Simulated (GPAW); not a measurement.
Consider LiHF2 (R-3m).

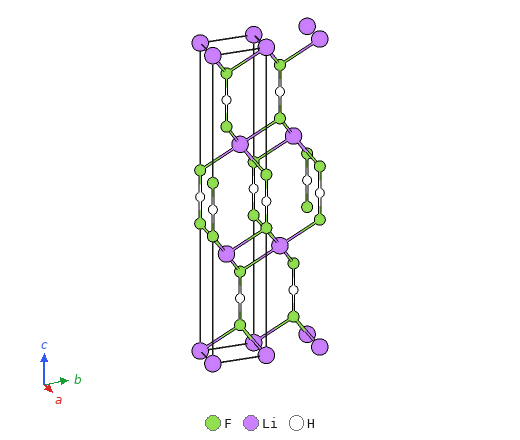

The structure (fluorine green, lithium purple, hydrogen white). Bonds to atoms that aren't drawn are left out. 1×2×1 conventional cells are drawn. Some periodic images of atoms are drawn too.

```xyz
4
Lattice="1.4670 0.8470 4.3667 -1.4670 0.8470 4.3667 0.0000 -1.6939 4.3667" Properties=species:S:1:pos:R:3 pbc="T T T"
F     0.0000    0.0000    7.6858
F     0.0000    0.0000    5.4143
Li    0.0000    0.0000    0.0000
H     0.0000    0.0000    6.5500
```

Absorber: atom 1, with 1 H at 1.14 Å and 3 Li at 1.99 Å (distorted tetrahedral, site symmetry 3m). Method: GPAW, LDA, full core hole (charged cell), 16-atom cell with 5.5 Å between holes, 5×5×5 k points, dipole transitions, Gaussian full width 0.9 eV up to 4 eV, rising linearly to 3.5 eV at 25 eV.

**Question.** Predict the near-edge structure at the F K edge.

Main maxima up to 24 eV above the zero (height): 1.3 eV (0.61), 4.8 eV (3.23), 6.9 eV (2.82) and 15.8 eV (0.51). A K edge sees empty p states on the absorber. The total-energy difference plus the lowest empty eigenvalue puts the zero at 692.36 eV. One term is added: -9.89 eV, since the hole is spin-paired here and a spin-polarised one costs that much less in the free atom (computed apart). The photon energy is then 682.47 eV. The functional and the charged cell's background leave an error in such absolute values: in the free atom LDA prices this hole 4.7 eV below PBE (computed apart), and PBE is itself good to a few eV.

The F K spectrum (energy from the lowest empty level; intensity scaled to a mean of 1 over the first 20 eV; polarised curves are means over the symmetry-equivalent atoms):

```csv
E (eV),isotropic,ε ⊥ c,ε ∥ c
-2.0,0.00,0.00,0.00
-0.5,0.01,0.00,0.02
1.0,0.54,0.09,1.43
2.5,0.88,0.96,0.71
4.0,1.89,1.77,2.13
5.5,2.41,2.09,3.04
7.0,2.81,1.51,5.41
8.5,1.28,1.42,0.99
10.0,0.83,0.85,0.78
11.5,0.62,0.75,0.35
13.0,0.24,0.30,0.13
14.5,0.37,0.47,0.17
16.0,0.51,0.60,0.32
17.5,0.38,0.38,0.39
19.0,0.36,0.38,0.31
20.5,0.50,0.58,0.35
22.0,0.64,0.74,0.44
23.5,0.82,0.95,0.58
25.0,0.96,1.15,0.58
26.5,0.96,1.23,0.44
28.0,0.94,1.18,0.44
29.5,0.86,0.98,0.62
31.0,0.81,0.79,0.84
```

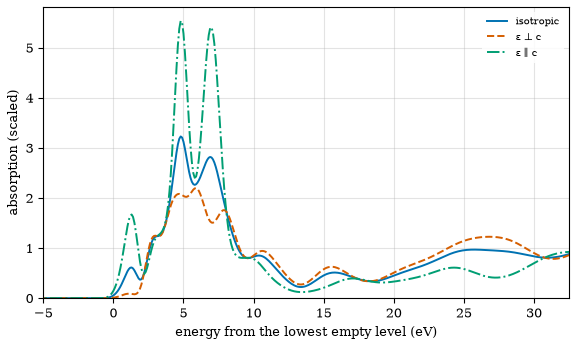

The F K edge.

The holes are only 5.5 Å apart, so the shape is probably not converged with cell size; no larger cell was run here. The mesh is coarse (0.27 Å⁻¹ between points), so small maxima may be mesh ripples. The structure is a computed Materials Project entry and may be a hypothetical form.

[Banner, clock and machine lines of the logs are left out without a mark of their own.]

[Logs are printed without paths, hosts, clocks, repeated set-up lines and the standing remarks that a program may print on its own settings, such as how far it seeks lower states.]

[Hosts, paths, dates, database ids (printed as entryN), source tags and the programs' standing remarks are cut or masked in the printed files.]

[Lists of maxima count a maximum above −3 eV only where it reaches 4 % of the highest in the window and stands out from its surroundings by 2 % of it (1.5 % where it reaches 55 %); shoulders and weaker maxima are passed over, and of the rest the first, up to two pre-edge ones and the few strongest are named.]
